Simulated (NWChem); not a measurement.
**the pair SiH2S2···H2O: a chain of runs**

Aim: the energy (singlet SiH4S2O, PBE0/6-31+G*), then a single-point energy (singlet SiH2S2, PBE0/6-31+G*), then the energy (singlet H2O, PBE0/6-31+G*), then the energy (singlet SiH2S2, PBE0/6-31+G*), then a single-point energy (singlet H2O, PBE0/6-31+G*) of H4OS2Si and its partners. 

The results are computed with NWChem 7.3.0.

## 1. The structure to begin with

The species is SiH4S2O (8 atoms), meant as a singlet with charge 0. The two molecules were placed rigidly side by side, at 1.3 times their contact distance; the pair isn't optimised.

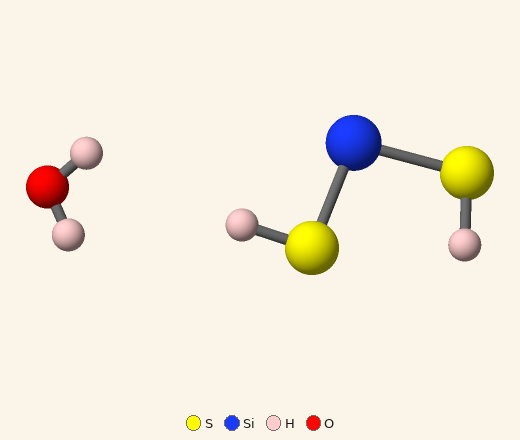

The structure, seen from a chosen angle (sulfur yellow, silicon blue, hydrogen pink, oxygen red).

## 2. A single-point energy at PBE0/6-31+G(d) (spherical functions) (run 1)

mol.nw

```
echo
start mol
title "H4OS2Si"
memory stack 880 mb heap 220 mb global 1100 mb

geometry units angstrom noautosym nocenter noautoz
  S       -0.650700      -1.009060      -0.532920
  Si      -0.665200       0.983640       0.246080
  S        1.416500       1.132040       0.742480
  H       -1.964700      -1.027460      -0.816820
  H        1.864100      -0.079160       0.361180
  O       -5.317080      -1.207050      -2.134400
  H       -4.649490      -1.884460      -2.261630
  H       -5.018530      -0.702570      -1.374760
end

basis spherical bse
  * library 6-31+G*
end

dft
  xc pbe0
  mult 1
  grid fine
  convergence energy 1e-08
  maxiter 100
  mulliken
  noprint "final vectors analysis"
end

task dft energy
```

On the command line:

```bash
$ nwchem mol.nw > mol.out
```

The log of the run:

```text
[...]
          Wavefunction type:  closed shell.
          No. of atoms     :     8
          No. of electrons :    58
[...]
          Charge           :     0
          Spin multiplicity:     1
[...]
          AO basis - number of functions:    92
[...]
              XC Information
              --------------
                         PBE0 Method XC Functional
                     Hartree-Fock (Exact) Exchange  0.250
          PerdewBurkeErnzerhof Exchange Functional  0.750
            Perdew 1991 LDA Correlation Functional  1.000 local
           PerdewBurkeErnz. Correlation Functional  1.000 non-local
[...]
 d= 0,ls=0.0,diis     1  -1162.8949788191 -1.39D+03  1.39D-02  6.52D-01     1.9
[...]
 d= 0,ls=0.0,diis     8  -1162.9791545483  7.94D-09  7.56D-06  2.91D-07    11.2
         Total DFT energy =    -1162.979154548297
      One electron energy =    -2063.127722863022
           Coulomb energy =      752.948133034052
    Exchange-Corr. energy =      -81.863993612885
 Nuclear repulsion energy =      229.064428893557
[...]
      Total Density - Mulliken Population Analysis
     ---------------------------------------------
    Atom       Charge   Shell Charges
 -----------   ------   -------------------------------------------------------
    1 S   16    16.23   2.00  2.00  5.97  1.35  3.08  0.57  1.29 -0.08  0.01  0.05
    2 Si  14    13.83   2.00  2.00  5.96  1.23  1.45  0.67  0.26  0.11  0.04  0.12
    3 S   16    16.20   2.00  2.00  5.97  1.35  3.08  0.57  1.28 -0.09  0.00  0.05
    4 H    1     0.88   0.49  0.39
    5 H    1     0.86   0.49  0.37
    6 O    8     8.95   2.00  0.91  2.92  0.99  1.84  0.08  0.20  0.03
    7 H    1     0.52   0.48  0.04
    8 H    1     0.52   0.48  0.04
[...]
```

Run time: 12 s. Hardware: 1 thread of Intel Xeon 6975P-C (Granite Rapids), shared host; peak memory 0.12 GiB.

## 3. SiH2S2: a single-point energy at PBE0/6-31+G(d) (spherical functions) (run 2)

struct.nw

```
start struct
title "H2S2Si"
memory 2200 mb
geometry noautosym nocenter noautoz
 S       -0.650700      -1.009060      -0.532920
 Si      -0.665200       0.983640       0.246080
 S        1.416500       1.132040       0.742480
 H       -1.964700      -1.027460      -0.816820
 H        1.864100      -0.079160       0.361180
end
basis spherical bse
 * library 6-31+G*
end
dft
 xc pbe0
 grid fine
 convergence energy 1e-08
 maxiter 100
 mulliken
 print low
end
task dft energy
```

On the command line:

```bash
$ nwchem struct.nw > struct.out
```

The log of the run:

```text
[...]
 d= 0,ls=0.0,diis     1  -1086.6008590918 -1.26D+03  1.46D-02  2.76D-01     1.3
[...]
 d= 0,ls=0.0,diis    10  -1086.6446058704 -3.84D-10  2.49D-07  5.26D-11     8.9
         Total DFT energy =    -1086.644605870446
      One electron energy =    -1852.283984329786
           Coulomb energy =      662.568887181973
    Exchange-Corr. energy =      -72.627895341435
 Nuclear repulsion energy =      175.698386618804
[...]
      Total Density - Mulliken Population Analysis
     ---------------------------------------------
    Atom       Charge   Shell Charges
 -----------   ------   -------------------------------------------------------
    1 S   16    16.24   2.00  2.00  5.97  1.34  3.08  0.57  1.30 -0.08  0.01  0.05
    2 Si  14    13.83   2.00  2.00  5.96  1.23  1.45  0.67  0.26  0.11  0.04  0.12
    3 S   16    16.21   2.00  2.00  5.97  1.35  3.09  0.57  1.28 -0.08  0.00  0.05
    4 H    1     0.86   0.49  0.37
    5 H    1     0.86   0.49  0.37
[...]
```

Wall time 9.6 s (1 thread of Intel Xeon 6975P-C (Granite Rapids), shared host); peak memory 0.12 GiB.

## 4. H2O: the energy at PBE0/6-31+G(d) (spherical functions) (run 3)

h2o.nw

```
start h2o
title "H2O"
memory total 2200 mb
charge 0
geometry units angstrom noautosym nocenter noautoz
  O    -5.317080   -1.207050   -2.134400
  H    -4.649490   -1.884460   -2.261630
  H    -5.018530   -0.702570   -1.374760
end
basis spherical bse
  * library 6-31+G*
end
dft
  xc pbe0
  grid fine
  convergence energy 1e-08
  iterations 100
  mulliken
  print low
end
task dft
```

On the command line:

```bash
$ nwchem h2o.nw > h2o.out
```

The log of the run:

```text
[...]
 d= 0,ls=0.0,diis     1    -76.2973336204 -8.55D+01  2.88D-02  3.64D-01     0.1
[...]
 d= 0,ls=0.0,diis     7    -76.3357238852 -1.83D-10  1.41D-07  1.83D-11     0.4
         Total DFT energy =      -76.335723885201
      One electron energy =     -122.871821105806
           Coulomb energy =       46.601244159503
    Exchange-Corr. energy =       -9.236449977644
 Nuclear repulsion energy =        9.171303038747
[...]
      Total Density - Mulliken Population Analysis
     ---------------------------------------------
    Atom       Charge   Shell Charges
 -----------   ------   -------------------------------------------------------
    1 O    8     8.97   2.00  0.91  2.92  0.99  1.84  0.08  0.21  0.03
    2 H    1     0.52   0.48  0.04
    3 H    1     0.52   0.48  0.04
[...]
```

It took 0.94 s on 1 thread of Intel Xeon 6975P-C (Granite Rapids), shared host; peak memory 0.11 GiB.

## 5. SiH2S2 among ghost functions: the energy at PBE0/6-31+G(d) (spherical functions, with ghost functions) (run 4)

h2s2si.nw

```
start h2s2si
memory 2200 mb

geometry units atomic noautosym nocenter noautoz
S  -1.22964479 -1.90684704 -1.00707285
Si -1.25704582  1.85881021  0.46502380
S   2.67679706  2.13924556  1.40308385
H  -3.71274492 -1.94161800 -1.54356609
H   3.52263847 -0.14959072  0.68253128
bqO    -10.047825    -2.280994    -4.033431
bqH     -8.786263    -3.561113    -4.273861
bqH     -9.483647    -1.327665    -2.597920
end

basis "ao basis" spherical bse
S library 6-31+G*
Si library 6-31+G*
H library 6-31+G*
bqO library O 6-31+G*
bqH library H 6-31+G*
end

dft
xc pbe0
grid fine
convergence energy 1e-08
maxiter 100
mulliken
print low
end

task dft energy
```

On the command line:

```bash
$ nwchem h2s2si.nw > h2s2si.out
```

The log of the run:

```text
[...]
 d= 0,ls=0.0,diis     1  -1086.6009337381 -1.26D+03  1.12D-02  2.76D-01     1.8
[...]
 d= 0,ls=0.0,diis    10  -1086.6446825526 -4.00D-10  1.91D-07  5.32D-11    13.7
         Total DFT energy =    -1086.644682552597
      One electron energy =    -1852.281998708269
           Coulomb energy =      662.566508927051
    Exchange-Corr. energy =      -72.627566649557
 Nuclear repulsion energy =      175.698373878177
[...]
      Total Density - Mulliken Population Analysis
     ---------------------------------------------
    Atom       Charge   Shell Charges
 -----------   ------   -------------------------------------------------------
    1 S   16    16.24   2.00  2.00  5.97  1.34  3.08  0.57  1.30 -0.08  0.01  0.05
    2 Si  14    13.84   2.00  2.00  5.96  1.23  1.45  0.67  0.25  0.12  0.04  0.12
    3 S   16    16.20   2.00  2.00  5.97  1.34  3.09  0.57  1.28 -0.09  0.00  0.05
    4 H    1     0.86   0.49  0.37
    5 H    1     0.86   0.49  0.37
    6 X    0    -0.00   0.00  0.00 -0.00 -0.00  0.00 -0.00 -0.00  0.00
    7 X    0     0.00  -0.00  0.00
    8 X    0     0.00  -0.00  0.00
[...]
```

Run time: 14 s. Hardware: 1 thread of Intel Xeon 6975P-C (Granite Rapids), shared host; peak memory 0.13 GiB.

## 6. H2O among ghost functions: the energy at PBE0/6-31+G(d) (spherical functions, with ghost functions) (run 5)

nw.nw

```
start nw
memory stack 880 mb heap 220 mb global 1100 mb

geometry units angstrom noautosym nocenter noautoz
  O    -5.317080   -1.207050   -2.134400
  H    -4.649490   -1.884460   -2.261630
  H    -5.018530   -0.702570   -1.374760
  bqS     -0.650700    -1.009060    -0.532920
  bqSi    -0.665200     0.983640     0.246080
  bqS      1.416500     1.132040     0.742480
  bqH     -1.964700    -1.027460    -0.816820
  bqH      1.864100    -0.079160     0.361180
end

basis spherical bse
  O library 6-31+G*
  H library 6-31+G*
  bqS library S 6-31+G*
  bqSi library Si 6-31+G*
  bqH library H 6-31+G*
end

dft
  xc pbe0
  grid fine
  convergence energy 1e-08
  maxiter 100
  mulliken
  noprint "final vectors analysis"
end

task dft energy
```

On the command line:

```bash
$ nwchem nw.nw > nw.out
```

The log of the run:

```text
[...]
          Wavefunction type:  closed shell.
          No. of atoms     :     8
          No. of electrons :    10
[...]
          Charge           :     0
          Spin multiplicity:     1
[...]
          AO basis - number of functions:    92
[...]
              XC Information
              --------------
                         PBE0 Method XC Functional
                     Hartree-Fock (Exact) Exchange  0.250
          PerdewBurkeErnzerhof Exchange Functional  0.750
            Perdew 1991 LDA Correlation Functional  1.000 local
           PerdewBurkeErnz. Correlation Functional  1.000 non-local
[...]
 d= 0,ls=0.0,diis     1    -76.2974516285 -8.55D+01  7.27D-03  3.64D-01     1.1
[...]
 d= 0,ls=0.0,diis     7    -76.3358657866 -1.91D-10  3.52D-08  1.95D-11     7.8
         Total DFT energy =      -76.335865786600
      One electron energy =     -122.870024510834
           Coulomb energy =       46.599058761427
    Exchange-Corr. energy =       -9.236203075939
 Nuclear repulsion energy =        9.171303038747
[...]
      Total Density - Mulliken Population Analysis
     ---------------------------------------------
    Atom       Charge   Shell Charges
 -----------   ------   -------------------------------------------------------
    1 O    8     8.96   2.00  0.91  2.92  0.99  1.84  0.08  0.20  0.03
    2 H    1     0.52   0.48  0.04
    3 H    1     0.52   0.48  0.04
    4 X    0     0.01   0.00  0.00 -0.00  0.00  0.00 -0.00 -0.00  0.00  0.00 -0.00
    5 X    0    -0.00   0.00  0.00 -0.00  0.00  0.00 -0.00 -0.00 -0.00  0.00  0.00
    6 X    0     0.00  -0.00  0.00 -0.00 -0.00 -0.00 -0.00 -0.00  0.00  0.00 -0.00
    7 X    0     0.00  -0.00  0.00
    8 X    0    -0.00  -0.00 -0.00
[...]
```

Run time: 8.4 s. Hardware: 1 thread of Intel Xeon 6975P-C (Granite Rapids), shared host; peak memory 0.13 GiB.

## 7. Summary of results

| quantity | value |
| --- | --- |
| run 1, PBE0/6-31+G*: total energy | -1162.97915 Eh |
| run 1, PBE0/6-31+G*: dipole moment | 1.59 D |
| SiH2S2: total energy | -1086.64461 Eh |
| H2O: total energy | -76.33572 Eh |
| SiH2S2 among ghost functions: total energy | -1086.64468 Eh |
| H2O among ghost functions: total energy | -76.33587 Eh |
| H2O among ghost functions: dipole moment | 2.24 D |
| interaction energy of the rigid parts SiH2S2 and H2O (parts in their own basis; closest atoms 3.12 Å apart) | 0.032 eV |
| interaction energy of the rigid parts SiH2S2 and H2O (parts in the whole basis, counterpoise; closest atoms 3.12 Å apart) | 0.038 eV |

**Reading.** The interaction energy of the rigid parts SiH2S2 and H2O (parts in their own basis; closest atoms 3.12 Å apart) is 0.03 eV (0.7 kcal/mol): the parts repel at this shape. Without counterpoise this holds the superposition error of the basis. The interaction energy of the rigid parts SiH2S2 and H2O (parts in the whole basis, counterpoise; closest atoms 3.12 Å apart) is 0.04 eV (0.9 kcal/mol): the parts repel at this shape. The basis-set superposition error is 0.6 kJ/mol.
